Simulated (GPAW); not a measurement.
# Quasiparticle gap of NH4Br (P-43m) in GPAW

Aim: the G0W0 gap of NH4Br (P-43m) on LDA, step by step.

Program: GPAW 26.7.0. Level of theory: LDA and many-body steps on it, plane waves. Results are calculated unless marked as measured.

## (1) Starting point

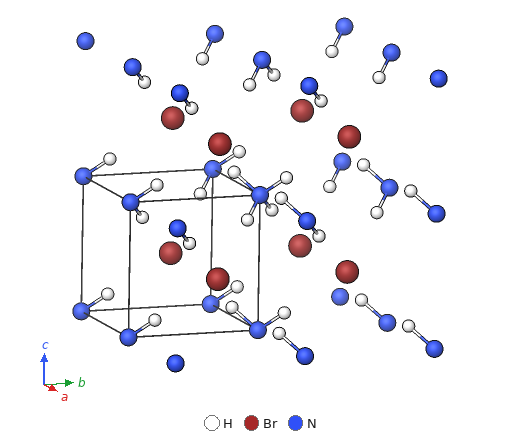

Start, viewed slightly off an axis; hydrogen white, bromine red, nitrogen blue. 2×2×2 cells are drawn. Bonds to atoms that aren't drawn are left out. Some periodic images of atoms are drawn too.

The cell and positions come from the Crystallography Open Database and are kept as given unless a step says otherwise.

## (2) Ground state

This step: GPAW 26.7.0; DFT, LDA, plane waves, PAW.

The ground-state density comes first.

run.py reads:

```python
import json
import numpy as np
from gpaw.mpi import world
from ase import Atoms
from gpaw import GPAW, PW, FermiDirac

atoms = Atoms(['H', 'H', 'H', 'H', 'Br', 'N'],
    cell=[[4.0000000000, 0.0000000000, 0.0000000000],
      [0.0000000000, 4.0000000000, 0.0000000000],
      [0.0000000000, 0.0000000000, 4.0000000000]],
    scaled_positions=[[0.1480000000, 0.1480000000, 0.1480000000],
      [0.1480000000, 0.8520000000, 0.8520000000],
      [0.8520000000, 0.8520000000, 0.1480000000],
      [0.8520000000, 0.1480000000, 0.8520000000],
      [0.5000000000, 0.5000000000, 0.5000000000],
      [0.0000000000, 0.0000000000, 0.0000000000]],
    pbc=(True, True, True))
calc = GPAW(mode=PW(600),
    xc='LDA',
    kpts={'size': (6, 6, 6), 'gamma': True},
    occupations=FermiDirac(0.001),
    nbands=-9,
    convergence={'density': 1e-6, 'bands': -3},
    maxiter=100,
    txt='gs.txt')
atoms.calc = calc
res = {'energy': atoms.get_potential_energy()}
kpts = calc.get_ibz_k_points()
res['kpts'] = kpts
res['eigenvalues'] = [calc.get_eigenvalues(kpt=k) for k in range(len(kpts))]
res['n_electrons'] = calc.get_number_of_electrons()
calc.write('gs.gpw')

if world.rank == 0:
    with open('result.json', 'w') as f:
        json.dump(res, f, default=lambda x: x.tolist())
```

Run with:

```console
> mpirun -n 4 gpaw python run.py
```

Numbers of over 12 decimals in the logs are rounded to 6 here.

Output:

```text
__  _  _
 | _ |_)|_||  |
 |__||  | ||/\| - 26.7.0

Input parameters:
  mode=PW(ecut=600.0),
  convergence={'density': 1e-06, 'bands': -3},
  kpts=MonkhorstPack(size=(6, 6, 6), gamma=True),
  maxiter=100,
  nbands=-9,
  occupations=Occupations(name='fermi-dirac', width=0.001, fixmagmom=False),
  xc=XC(name='LDA')
  [... matrices ...]
Diagonalizing LCAO Hamiltonian
Converting LCAO to pw mode
   .---------.
  /|H        |
 * |      H  |
 | |   Br    |
 | |         |
 | .-------H-.
 |/H        /
 N---------*

Atoms  # Å, Bohr magnetons
|   | symbol |        x |        y |        z |    initial magnetic moments |
| 0 |      H | 0.592000 | 0.592000 | 0.592000 | ( 0.0000,  0.0000,  0.0000) |
| 1 |      H | 0.592000 | 3.408000 | 3.408000 | ( 0.0000,  0.0000,  0.0000) |
| 2 |      H | 3.408000 | 3.408000 | 0.592000 | ( 0.0000,  0.0000,  0.0000) |
| 3 |      H | 3.408000 | 0.592000 | 3.408000 | ( 0.0000,  0.0000,  0.0000) |
| 4 |     Br | 2.000000 | 2.000000 | 2.000000 | ( 0.0000,  0.0000,  0.0000) |
| 5 |      N | 0.000000 | 0.000000 | 0.000000 | ( 0.0000,  0.0000,  0.0000) |

Unit cell  # Å
| periodic |        x |        y |        z |  lengths |    angles |
|      yes | 4.000000 | 0.000000 | 0.000000 | 4.000000 | 90.000000 |
|      yes | 0.000000 | 4.000000 | 0.000000 | 4.000000 | 90.000000 |
|      yes | 0.000000 | 0.000000 | 4.000000 | 4.000000 | 90.000000 |

Number of symmetries: 24
Symmetry operations  # r_c * U_cc + t_c -> r_c
|    | kind |            matrix            |
|  0 |  E   |  1, 0, 0,  0, 1, 0,  0, 0, 1 |
|  1 |  σ   |  1, 0, 0,  0, 0, 1,  0, 1, 0 |
|  2 |  σ   |  1, 0, 0,  0, 0,-1,  0,-1, 0 |
|  3 |  C2  |  1, 0, 0,  0,-1, 0,  0, 0,-1 |
|  4 |  σ   |  0, 1, 0,  1, 0, 0,  0, 0, 1 |
|  5 |  C3  |  0, 1, 0,  0, 0, 1,  1, 0, 0 |
|  6 |  C3  |  0, 1, 0,  0, 0,-1, -1, 0, 0 |
|  7 |  S4  |  0, 1, 0, -1, 0, 0,  0, 0,-1 |
|  8 |  C3  |  0, 0, 1,  1, 0, 0,  0, 1, 0 |
|  9 |  σ   |  0, 0, 1,  0, 1, 0,  1, 0, 0 |
| 10 |  S4  |  0, 0, 1,  0,-1, 0, -1, 0, 0 |
| 11 |  C3  |  0, 0, 1, -1, 0, 0,  0,-1, 0 |
| 12 |  C3  |  0, 0,-1,  1, 0, 0,  0,-1, 0 |
| 13 |  σ   |  0, 0,-1,  0, 1, 0, -1, 0, 0 |
| 14 |  S4  |  0, 0,-1,  0,-1, 0,  1, 0, 0 |
| 15 |  C3  |  0, 0,-1, -1, 0, 0,  0, 1, 0 |
| 16 |  S4  |  0,-1, 0,  1, 0, 0,  0, 0,-1 |
| 17 |  C3  |  0,-1, 0,  0, 0, 1, -1, 0, 0 |
| 18 |  C3  |  0,-1, 0,  0, 0,-1,  1, 0, 0 |
| 19 |  σ   |  0,-1, 0, -1, 0, 0,  0, 0, 1 |
| 20 |  C2  | -1, 0, 0,  0, 1, 0,  0, 0,-1 |
| 21 |  S4  | -1, 0, 0,  0, 0, 1,  0,-1, 0 |
| 22 |  S4  | -1, 0, 0,  0, 0,-1,  0, 1, 0 |
| 23 |  C2  | -1, 0, 0,  0,-1, 0,  0, 0, 1 |

BZ-sampling:
  Number of BZ points: 216
  Number of IBZ points: 20

  Monkhorst-Pack size: [6, 6, 6]
  Monkhorst-Pack shift: [0.083333, 0.083333, 0.083333]

K-points  # in reciprocal-cell coordinates
|     |                                coordinates |     weight |
|   0 | (  0.00000000,   0.00000000,   0.00000000) | 0.00462963 |
|   1 | (  0.16666667,   0.00000000,   0.00000000) | 0.02777778 |
|   2 | (  0.16666667,   0.16666667,   0.00000000) | 0.05555556 |
|   3 | (  0.16666667,   0.16666667,   0.16666667) | 0.03703704 |
|   4 | (  0.33333333,   0.00000000,   0.00000000) | 0.02777778 |
|   5 | (  0.33333333,   0.16666667,   0.00000000) | 0.11111111 |
|   6 | (  0.33333333,   0.16666667,   0.16666667) | 0.11111111 |
|   7 | (  0.33333333,   0.33333333,   0.00000000) | 0.05555556 |
|   8 | (  0.33333333,   0.33333333,   0.16666667) | 0.11111111 |
|   9 | (  0.33333333,   0.33333333,   0.33333333) | 0.03703704 |
| ... |                                            |            |
|  19 | (  0.50000000,   0.50000000,   0.50000000) | 0.00462963 |

Plane wave coefficients: 2176
Cutoff: 600.0 eV

Spin-components: 1 (collinear spins)
Bands:           17
Projectors:      22
Spin-degeneracy: 2
Datatype:        complex128

  Storage: CPU
  Wave functions: 11_440_320 bytes (2_860_080 per core)
  Projectors: 18_842_880 bytes (4_710_720 per core)
  [... matrices ...]
Parallelization:
  kpt:    4
  domain: 1
  band:   1

Density:
  Valence electrons: 16.0
  Components: 1
  Grid points: [24 24 24]
  Charge: 0.0  # |e|

Potential:
  Grid points: [24 24 24]

species:
  H:
    name:    Hydrogen
    Z:       1.0
    valence: 1
    core:    0
    charge:  0.0  # [|e|]
    compensation charges:
      type: gauss
      rc: 0.15  # [Å]
      lmax: 2
    cutoffs:
      filter: 0.85  # [Å]
      core: 0.53  # [Å]
    projectors
    | kind |    occ | energy [eV] | rcut [Å] |
    |   1s |  1.000 |      -6.353 |    0.476 |
    |    s |        |      20.858 |    0.476 |
    |    p |        |       0.000 |    0.476 |

    Using partial waves for H as LCAO basis

  Br:
    name:    Bromine
    Z:       35.0
    valence: 7
    core:    28
    charge:  0.0  # [|e|]
    compensation charges:
      type: gauss
      rc: 0.35  # [Å]
      lmax: 2
    cutoffs:
      filter: 1.98  # [Å]
      core: 2.38  # [Å]
    projectors
    | kind |    occ | energy [eV] | rcut [Å] |
    |   4s |  2.000 |     -20.306 |    1.111 |
    |   4p |  5.000 |      -8.003 |    1.111 |
    |    s |        |       6.906 |    1.111 |
    |    p |        |      19.208 |    1.111 |
    |    d |        |       0.000 |    1.111 |

    Using partial waves for Br as LCAO basis

  N:
    name:    Nitrogen
    Z:       7.0
    valence: 5
    core:    2
    charge:  0.0  # [|e|]
    compensation charges:
      type: gauss
      rc: 0.18  # [Å]
      lmax: 2
    cutoffs:
      filter: 1.11  # [Å]
      core: 0.96  # [Å]
    projectors
    | kind |    occ | energy [eV] | rcut [Å] |
    |   2s |  2.000 |     -18.420 |    0.603 |
    |   2p |  3.000 |      -7.237 |    0.529 |
    |    s |        |       8.791 |    0.603 |
    |    p |        |      19.974 |    0.529 |
    |    d |        |       0.000 |    0.577 |

    Using partial waves for N as LCAO basis

Reference energy: -72331.934665  # eV

eigensolver:
  PPCG
  Converge bands: -3
  niter=2

density mixing:
  MSR1-Mixer
  Pratt-step length: 0.05
  Maximum mixing coefficient: 0.75
  Old densities: 10
  SVD Regularization: 0.005
  Good broyden scale: 1.0
  Trust region scale: 1.0
  Backstep threshold: 4.0
  History deletion threshold: 6.0
  Fourier metric: weight=20.0, sigma=0.015

occupation numbers:
  Fermi-Dirac:
    width: 0.0010  # eV

poisson solver:
  ecut: 4800.0  # eV

xc functional:
  name: None

Initialization done in: 1.026 s

convergence criteria:
- Maximum integral of absolute [dens]ity change: 1e-06 electrons / valence electron
- Maximum [total energy] change in last 3 cyles: 0.0005 eV / valence electron
- Maximum integral of absolute [eigenst]ate change: 4e-08 eV^2 / valence electron
maximum number of iterations: 100

SCF iterations
|iter     |     time |      energy | eigst |  dens |
|iter:   1|  |  -30.405882 | +1.83 |       |
|iter:   2|  |  -29.998256 | +0.23 | -0.76 |
|iter:   3|  |  -28.488460 | -0.20 | -0.79 |
|iter:   4|  |  -28.467459 | -1.67 | -1.38 |
|iter:   5|  |  -28.462411 | -2.66 | -1.75 |
|iter:   6|  |  -28.462328c| -4.30 | -2.63 |
|iter:   7|  |  -28.462333c| -5.71 | -2.99 |
|iter:   8|  |  -28.462333c| -7.43c| -4.11 |
|iter:   9|  |  -28.462333c| -7.79c| -4.56 |
|iter:  10|  |  -28.462333c| -8.55c| -5.97 |
|iter:  11|  |  -28.462333c| -9.22c| -6.43c|

Converged in 11 steps
SCF loop duration: 3.210 s (0.292 s/step)
Energy contributions relative to reference atoms: (reference = -72331.934665)
  [... matrices ...]
Energy contributions:
  Kinetic:          30.873657
  Coulomb:         -33.792333
  Zero:              0.003669
  External:          0.000000
  Xc:              -25.547326
  Entropy:          -0.000000
  Spinorbit:         0.000000
  ----------------------------
  Free energy:     -28.462333
  Extrapolated:    -28.462333

dipole moment: (-9.883908, -9.883908, -9.883908)  # |e|*Ang

Fermi level: 2.110
Eigenvalues  # (at kpt = [0.000, 0.000, 0.000])
| band index |      eig [eV] | occ [0-2] |
|          0 |       -18.009 |     2.000 |
|          1 |       -12.572 |     2.000 |
|          2 |        -7.348 |     2.000 |
|          3 |        -7.348 |     2.000 |
|          4 |        -7.348 |     2.000 |
|          5 |         0.065 |     2.000 |
|          6 |         0.065 |     2.000 |
|          7 |         0.065 |     2.000 |
|          8 |         4.089 |     0.000 |
|          9 |         6.782 |     0.000 |
|         10 |         6.782 |     0.000 |
|         11 |         9.901 |     0.000 |
|         12 |         9.901 |     0.000 |
|         13 |         9.901 |     0.000 |
|         14 |        14.549 |     0.000 |
|         15 |        14.549 |     0.000 |
|         16 |        14.549 |     0.000 |

Gap: 3.937 eV
Transition (v -> c):
  (s=0, k=16, n=7, [0.50, 0.50, 0.00]) -> (s=0, k=0, n=8, [0.00, 0.00, 0.00])
Direct/indirect transitions are different
Direct gap: 4.025 eV
Transition at: (s=0, k=0, n=7, [0.00, 0.00, 0.00])
# Writing to gs.gpw (mode='')
  [... matrices ...]
```

It took 6 s on 4 MPI ranks of Arm Neoverse V1, shared host; peak memory 0.65 GiB.

This step gave:

```
total energy               : -28.46 eV
gap                        : 3.937 eV
k of the valence top       : 0.5, 0.5, 0
k of the conduction bottom : 0, 0, 0
least direct gap           : 4.025 eV
```

The gap is indirect, with the least direct gap 0.09 eV higher.

## (3) Empty states on the mesh, 4×4×4 mesh, 421 bands

The sums over transitions need many empty states on a uniform mesh; this step solves for them.

run.py reads:

```python
import json
import numpy as np
from gpaw.mpi import world
from gpaw import GPAW

calc = GPAW('gs.gpw').fixed_density(kpts={'size': (4, 4, 4), 'gamma': True},
    parallel={'domain': 1, 'band': 1},
    txt='nscf.txt')
calc.diagonalize_full_hamiltonian(nbands=421)
calc.write('full.gpw', mode='all')
res = {}
kpts = calc.get_ibz_k_points()
res['kpts'] = kpts
res['eigenvalues'] = [calc.get_eigenvalues(kpt=k) for k in range(len(kpts))]
res['n_electrons'] = calc.get_number_of_electrons()

if world.rank == 0:
    with open('result.json', 'w') as f:
        json.dump(res, f, default=lambda x: x.tolist())
```

Run with:

```console
> mpirun -n 4 gpaw python run.py
```

Output:

```text
Diagonalizing LCAO Hamiltonian
Converting LCAO to pw mode
convergence criteria:
- Maximum integral of absolute [eigenst]ate change: 4e-08 eV^2 / valence electron
maximum number of iterations: 100

SCF iterations
|iter     |     time |      energy | eigst |  dens |
|iter:   1|  |             | +1.81 |       |
|iter:   2|  |             | +0.29 |       |
|iter:   3|  |             | -0.08 |       |
|iter:   4|  |             | -1.72 |       |
|iter:   5|  |             | -3.67 |       |
|iter:   6|  |             | -5.24 |       |
|iter:   7|  |             | -6.44 |       |
|iter:   8|  |             | -7.44c|       |
SCF steps: 8
  __  _  _
 | _ |_)|_||  |
 |__||  | ||/\| - 26.7.0

Input parameters:
  mode=PW(ecut=600.0),
  convergence={'density': 1e-06, 'bands': -3},
  gpts=array([24, 24, 24]),
  kpts=MonkhorstPack(size=(4, 4, 4), gamma=True),
  maxiter=100,
  nbands=17,
  occupations=Occupations(name='fermi-dirac', width=0.001, fixmagmom=False),
  parallel={'domain': 1, 'band': 1},
  xc=XC(name='LDA')
Matrix size: 2120x2120
# Writing to full.gpw (mode='all')
  [... matrices ...]

timing:  # [seconds]
  Total: 30.962  # ━━━━━━━━━━━━━━━━━━━━━━━━━━━━━━━━━━━━━━━━━━━━━━━━━━━━━━━━━━
```

Elapsed: 35 s, on 4 MPI ranks; peak memory 2.1 GiB.

This step gave:

```
gap                                                           : 3.937 eV
k of the valence top                                          : 0.5, 0.5, 0
k of the conduction bottom                                    : 0, 0, 0
least direct gap                                              : 4.025 eV
k points computed                                             : 10
lowest point of the top converged band, above the valence top : 191.2207 eV
```

On this mesh the gap is 3.937 eV.

(Continued in part 2 of 2.)

[Paths, hosts, dates, memory and timing lines, banners, echoed tables and standing remarks are left out of the program output.]

[Logs are printed without paths, hosts, clocks, repeated set-up lines and the standing remarks that a program may print on its own settings, such as how far it seeks lower states.]

[Runs of the session that timed out or met a known fault of the program may be left out.]

[Hosts, paths, dates, database ids (printed as entryN), source tags and the programs' standing remarks are cut or masked in the printed files.]
